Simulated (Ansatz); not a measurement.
Band structure of KMgH3 (Pm-3m, 5 atoms in the cell).

```
CELL_PARAMETERS angstrom
      3.98810     0.00000     0.00000
      0.00000     3.98810     0.00000
      0.00000     0.00000     3.98810
ATOMIC_POSITIONS crystal
  K  0.00000 0.00000 0.00000
  Mg 0.50000 0.50000 0.50000
  H  0.50000 0.00000 0.50000
  H  0.00000 0.50000 0.50000
  H  0.50000 0.50000 0.00000
```

Computed with LDA (PW92), PAW files made with PBE (plane waves; Ansatz, a program for electronic structure).

Settings: kpoints.mp_grid.grid = 4 4 4; hamiltonian.xc = lda; hamiltonian.pseudopotentials = {kind: paw} (the program's default PAW files); scf.occupations.method = fixed; kpoints.band_path.npoints = 8.

The starting cell comes from a database of computed structures (which also holds hypothetical and non-ambient phases and stackings), without a prior relaxation at this level.

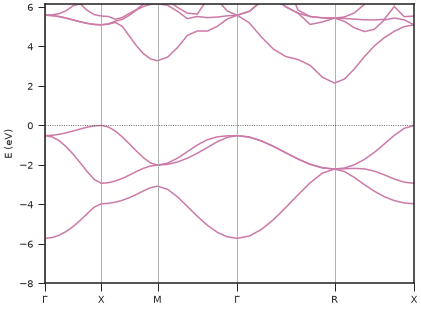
Fig. 1. Bands along the path, energies from the top of the valence band on the path.

### Question
Read off roughly the gap and where its edges lie.

### Answer
The gap along the path is about 2.1 eV (computed: 2.15 eV), from X to R; the smallest direct gap on it is 4.36 eV.

Levels in eV from the top of the valence band on the path, bands 8 to 15:
```
point       8      9     10     11    12    13    14    15
-----  ------  -----  -----  -----  ----  ----  ----  ----
Γ      -12.40  -5.72  -0.52  -0.52  5.58  5.58  5.58  7.91
X      -12.37  -3.97  -2.93   0.00  5.10  5.10  5.54  7.48
M      -12.35  -3.08  -2.01  -2.01  3.28  6.17  6.62  6.62
R      -12.55  -2.21  -2.21  -2.21  2.15  5.44  5.44  5.44
```

Keys are those of Ansatz 0.2.
